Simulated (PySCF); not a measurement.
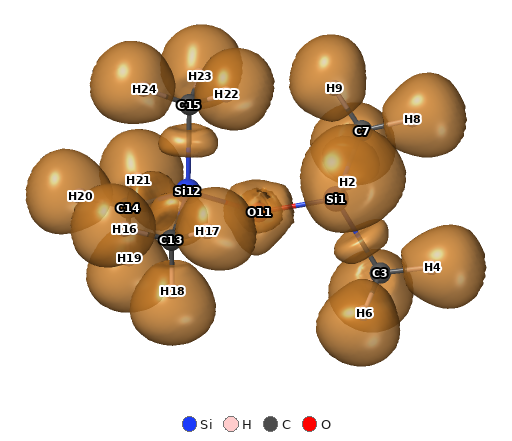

Figure. C₅H₁₆OSi₂. Isosurface of the electron localisation function at 0.8 (orange), seen at a tilt. Only the valence region is drawn (cores and ρ < 0.01 e/Å³ removed).

Geometry: PBE0-D3(BJ)/def2-SVP.

Computed with PySCF 2.14.0, PBE0/pcSseg-1, SCF density, gas phase, non-relativistic.

```tsv
atom	x (Å)	y (Å)	z (Å)
Si	1.0293	1.4187	-0.2404
H	1.2046	1.7056	1.2239
C	2.6983	1.4150	-1.0808
H	3.2067	2.3842	-0.9567
H	2.5874	1.2208	-2.1592
H	3.3454	0.6307	-0.6591
C	-0.1069	2.7094	-0.9819
H	0.2961	3.7247	-0.8389
H	-1.1017	2.6703	-0.5111
H	-0.2352	2.5402	-2.0627
O	0.3472	-0.0864	-0.4213
Si	-0.6567	-1.1606	0.3741
C	0.3555	-2.0991	1.6420
C	-1.3527	-2.3213	-0.9170
C	-2.0313	-0.1978	1.2158
H	-0.2595	-2.8386	2.1792
H	0.7844	-1.4103	2.3871
H	1.1868	-2.6346	1.1573
H	-0.5431	-2.8539	-1.4397
H	-2.0166	-3.0726	-0.4605
H	-1.9332	-1.7657	-1.6699
H	-1.6202	0.5245	1.9394
H	-2.6272	0.3628	0.4780
H	-2.7151	-0.8664	1.7625
```

Q: What do the ELF domains correspond to?

A: The ELF exceeds this value in five regions between bonded C–Si atoms (shared pairs), 16 regions around hydrogen nuclei and one region wrapped around O (its lone pairs, merged into a ring or cap).

Values along the shortest contacts:
Si–O (1.66 Å): the ELF peaks at about 0.85 between the atoms, as expected for a polar covalent bond. C–Si (1.87 Å): the ELF peaks at about 0.95 between the atoms, as expected for a covalent bond.
